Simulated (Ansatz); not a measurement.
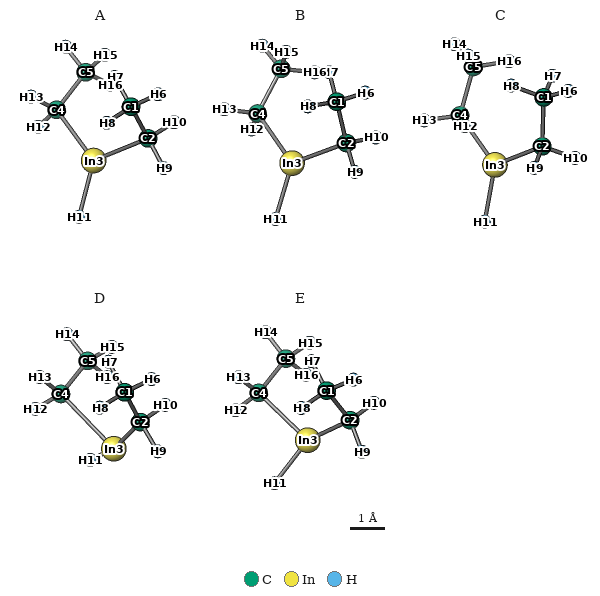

5 geometries from one relaxation of C₄H₁₁In (coarse preliminary run), in shuffled order. Style: ball-and-stick. Shown from a free direction.

The start comes from a force field.

The calculation used RKS PBE-D4/def2-SVP in Ansatz 0.2.0. Settings: force threshold 0.03 eV/Å; at most 200 steps.

Put them in the order of the run, from the start to the converged end.

Answer. D, E, A, B, C. They are steps 0, 5, 9, 20, 36, at +3228.5 kJ/mol, +100.1 kJ/mol, +4.00 kJ/mol, +1.82 kJ/mol relative to the last. After 34 accepted moves (36 points after the start) the energy has fallen by 3228.5 kJ/mol. Largest force component: 91 eV/Å at the start, 0.0022 eV/Å at the end. The line search rejected the trial steps at points 26, 31 of the run. The forces were under the threshold at step 13, but the run went on from there. H15 moves most after the best rigid fit: 1.58 Å. By element the largest moves are H 1.58 Å, C 0.74 Å, In 0.57 Å. Some distances before and after: In3–H11 0.792 → 1.766 Å, C2–In3 1.669 → 2.207 Å, In3–C4 2.461 → 2.207 Å, C4–H13 1.219 → 1.113 Å. Among the angles between lasting bonds that change: C4–In3–H11 70.5° → 118.5°, C2–In3–C4 104.4° → 122.8°, C2–In3–H11 134.7° → 118.7°.
